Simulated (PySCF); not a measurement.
**GeB (quartet): density, localisation and related maps**

```yaml
atoms:
  - { symbol: Ge, position_ang: [0.0000, 0.0000, -0.2572] }
  - { symbol: B, position_ang: [0.0000, 0.0000, 1.7268] }
```

Level of theory: PySCF, PBE0/cc-pVTZ(-PP), non-relativistic Hamiltonian with scalar-relativistic core potentials where named, at a bond length of 1.984 Å.

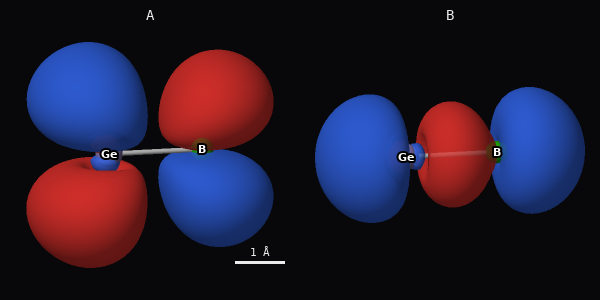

Figure 1. Two frontier α-spin orbitals, each drawn at the value that holds 80 % of its norm (blue and red are the two phases), in no order; of a degenerate pair one member is drawn.

Q: Label each orbital by symmetry, say whether it is occupied, and order them by energy.

A: Orbital B: σ, occupied in this spin, −6.56 eV; shared between the atoms (Ge 45 %, B 55 %).
Orbital A: π, empty in this spin, −1.65 eV; antibonding, with a node between the atoms.

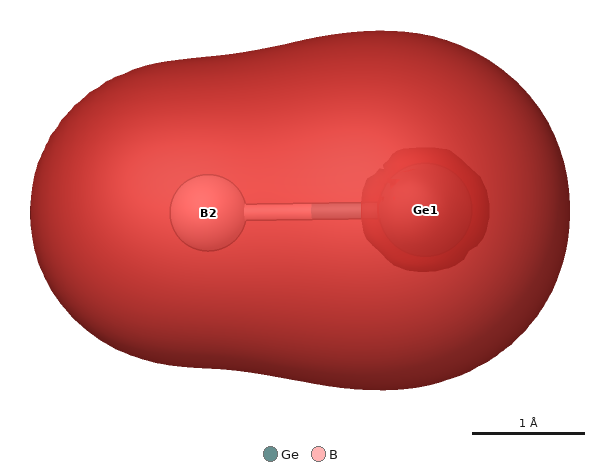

Figure 2. Isosurface of the spin density (α minus β) at +0.03 e/Å³ (red), seen from one side.

Q: Where is the unpaired spin?

A: The unpaired spin (3 electrons) lies mostly on B2 (about 1.6) and Ge1 (about 1.4), in electrons by Hirshfeld's partition.

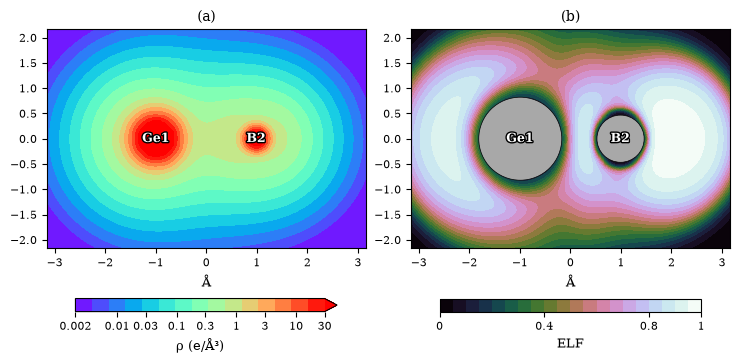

Figure 3. (a) total electron density; (b) electron localisation function on a plane that holds the molecular axis. Grey discs cover the atomic cores in the ELF map.

Q: What do the fields say about this system?

A: The section cuts through Ge and B sites.
Ge–B (1.98 Å): ρ at the midpoint is about 0.75 e/Å³; the ELF peaks at about 0.90 in the valence shell of B, 0.7 Å from its nucleus, and is about 0.65 at the midpoint.
The ELF also peaks beside Ge1 and B2, away from the bonds: non-bonding electrons, paired or unpaired.
